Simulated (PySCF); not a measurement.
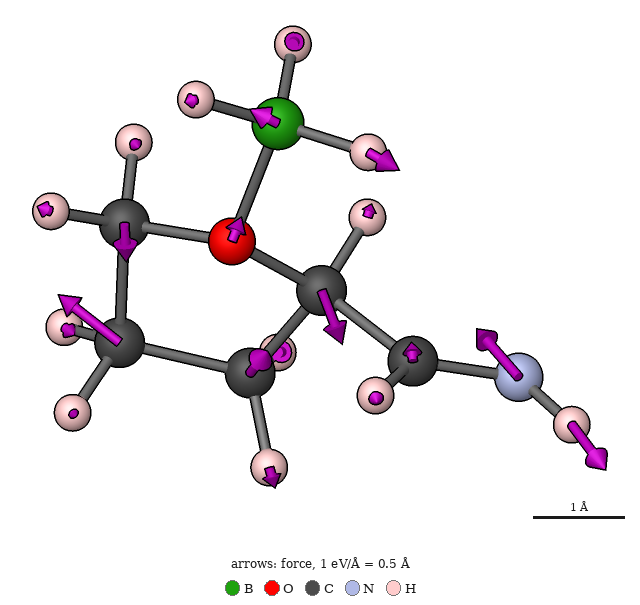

Starting geometry of C5H12BNO with the computed forces as purple arrows. The picture is a ball-and-stick view, seen from a free direction.

The start comes from GFN2-xTB. Its atoms were then displaced at random by about 0.01 Å.

The calculation used PBE0-D3(BJ)/def2-SVP geometry optimisation, gas phase in PySCF. 

### What follows when this structure is relaxed?

It isn't relaxed: the largest force vector, on the N atom, is 1.86 eV/Å. The final displacements have little in common with the starting forces (cosine between the two patterns 0.00). Over 29 geometry steps the energy falls by 0.305 eV. An H atom moves most after the best rigid fit: 1.47 Å. By element the largest moves are H 1.47 Å, N 1.41 Å, C 0.49 Å, B 0.37 Å, O 0.20 Å. Near-neighbour distances that change, for instance: C–C 1.560 → 1.519 Å, B–H 1.184 → 1.222 Å, H–N 0.987 → 1.024 Å, C–O 1.425 → 1.454 Å. Among the angles between lasting bonds that change: B–O–C 113.1° → 117.2°, C–C–H 108.6° → 112.2°, C–O–C 107.2° → 110.7°. Groups turn about C–C by about 70°, C–C by about 35°, C–O by about 30°. Cost: 4.8 min on 1 thread of Intel(R) Xeon(R) 6975P-C, on a shared host.
